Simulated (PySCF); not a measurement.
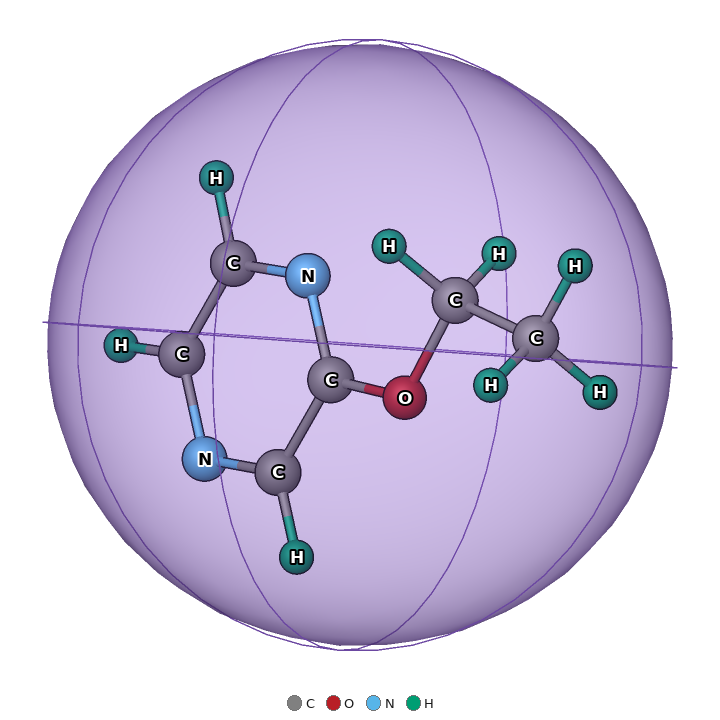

The ellipsoid shows the static dipole polarisability: its half-axes are proportional to the principal values. The geometry was computed by an optimisation with GFN2-xTB. No frequency run is at hand to confirm it as a minimum. Computed with PBE0/def2-SVPD (PySCF 2.14.0).

> How large and how anisotropic is the polarisability?

Principal values 56.9, 88.1, 120.5 bohr³; mean 88.5 bohr³ (13.12 Å³); anisotropy 55.1 bohr³, so the longest axis is 2.12 times the shortest.
